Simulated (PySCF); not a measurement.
# CuO(OH)2: quartet, from a T-shaped (ligand arrangement 1) start

Where does quartet CuO(OH)2 go from a T-shaped (ligand arrangement 1) start, is the end point a minimum, and what are its modes, charges and moments?

Method: PBE0, basis Cu def2-TZVP, O def2-TZVP, H def2-TZVP, no relativity, density fitting; program: PySCF 2.14.0.

## Step 1: Starting geometry

6 atoms, charge 0, spin multiplicity 4.

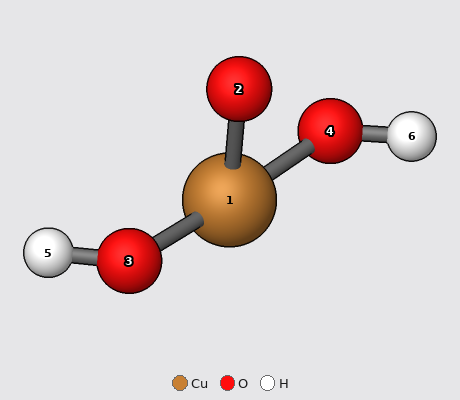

The starting geometry (copper orange, oxygen red, hydrogen white); atoms are numbered from 1 in the order of the file.

Z-matrix (Å, degrees; charge 0 multiplicity 4):
```
Cu
O  1 1.7200
O  1 1.7500 2 88.00
O  1 1.7500 2 88.00 3 180.00
H  3 0.9600 1 130.00 2 90.00
H  4 0.9600 1 130.00 2 90.00
```

## Step 2: First SCF at the start

One driver script runs all steps and calls PySCF; scf.py shows how it sets up the SCF of each step. The optimiser is the driver's own. After this first run the driver tries any further starts and a stability analysis.

scf.py

```python
from pyscf import gto, scf, dft
mol = gto.M(atom='''
Cu     0.000000     0.000000     0.000000
O      0.000000     0.000000     1.720000
O      1.748900     0.000000     0.061100
O     -1.748900     0.000000     0.061100
H      2.365600    -0.735400     0.082600
H     -2.365600     0.735400     0.082600''',
    basis={'Cu': 'def2-TZVP', 'O': 'def2-TZVP', 'H': 'def2-TZVP'},
    charge=0, spin=3)
mf = dft.UKS(mol, xc='PBE0')
mf.grids.atom_grid = (50, 194)
aux = {'Cu': 'def2-universal-JKFIT', 'O': 'def2-universal-JKFIT', 'H': 'def2-universal-JKFIT'}
mf = mf.density_fit(auxbasis=aux)
mf.conv_tol = 1e-08
mf.diis_space = 10
mf.max_cycle = 60
mf.init_guess = 'minao'
mf.verbose = 4
mf.kernel()
```

The run is started by

```bash
> OMP_NUM_THREADS=4 python axn.py task.json out
```

After this run come: T-shaped (ligand arrangement 1) start, quartet: relaxation; Frequencies.

Q: Predict the outcome of this session. Wanted: minimum; geometry; wavenumbers; dipole moment; highest occupied, lowest empty level; polar-tensor charge of Cu1; zero-point energy; atomisation energy; ⟨S²⟩.

As calculated:

| quantity | value |
| --- | --- |
| minimum | quartet, C2 |
| geometry | Cu–O 1.753 Å, Cu–O 1.773 Å (×2), O–H 0.964 Å (×2); Cu–O–H 113.3° (×2), O–Cu–O 118.9° (×2), O–Cu–O 122.3° |
| wavenumbers (cm⁻¹) | 101 (a), 163 (b), 176 (b), 190 (a), 319 (b), 582 (a), 605 (a), 641 (b), 751 (a), 769 (b), 3843 (b), 3848 (a) |
| dipole moment | 0.40 D |
| highest occupied, lowest empty level (either spin) | -8.12, -5.05 eV |
| polar-tensor charge of Cu1 | +1.00 e |
| zero-point energy | 71.7 kJ/mol |
| entropy at 298.15 K | 336.9 J/(mol K) |
| atomisation energy (no zero-point energy) | 1500 kJ/mol |
| ⟨S²⟩ | 3.772 |

What this shows: The molecule stays C2, as typed, and the end point is a minimum. The strongest infrared band lies at 3843 cm⁻¹ (b). Only this shape and spin were tried, so other structures or states may lie lower. One determinant may miss the lowest occupation of an open d or f shell.
